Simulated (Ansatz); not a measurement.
# BH3OS2Si: the cost of one run

All numbers below are computed with Ansatz 0.2.0 (RKS CAM-B3LYP-D4/def2-SVP).

## 1. The starting structure

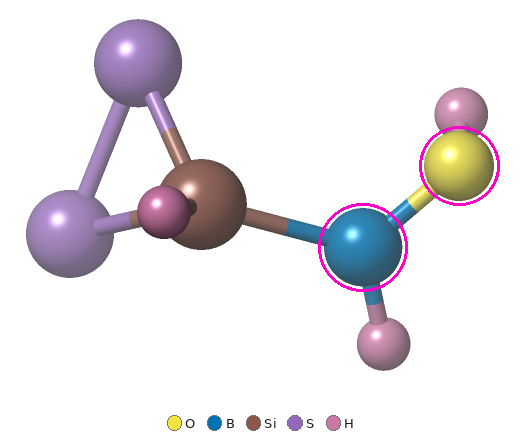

The starting structure, seen from a chosen angle (oxygen yellow, boron blue, silicon brown, sulfur purple, hydrogen pink). Ringed: O1, B2.

As a file:

```xyz
8

O    -0.0206    1.1536    1.6784
B     0.7003    0.5578    0.6045
Si   -0.0381   -0.9933   -0.3249
S    -1.7488   -0.5155   -1.3228
S     0.0006   -0.8165   -2.4511
H    -0.6185    1.8947    1.1999
H     1.7876    0.9944    0.3057
H     0.0297   -2.3323    0.2544
```

## 2. Relaxing end A

input.yaml

```yaml
crystal:
  periodic: [false, false, false]
  atoms:
    - { symbol: O, position_ang: [-0.0206, 1.1536, 1.6784] }
    - { symbol: B, position_ang: [0.7003, 0.5578, 0.6045] }
    - { symbol: Si, position_ang: [-0.0381, -0.9933, -0.3249] }
    - { symbol: S, position_ang: [-1.7488, -0.5155, -1.3228] }
    - { symbol: S, position_ang: [0.0006, -0.8165, -2.4511] }
    - { symbol: H, position_ang: [-0.6185, 1.8947, 1.1999] }
    - { symbol: H, position_ang: [1.7876, 0.9944, 0.3057] }
    - { symbol: H, position_ang: [0.0297, -2.3323, 0.2544] }
basis:
  gaussian: { orbitals: def2-SVP }
hamiltonian:
  xc: cam_b3lyp
  dispersion: d4
relax:
  f_tol: 0.015
  max_steps: 40
output:
  orbitals: {}
```

Launch:

```
ansatz run input.yaml --threads 2 --pin off --max-ram 3072MiB --backend cpu --events-out ev --progress --plain --runs-dir out
```

**Question.** How long does this run take on 2 threads of Arm Neoverse V1, shared host, and how much memory does it need?

About 75 s, with a peak of 0.25 GiB.
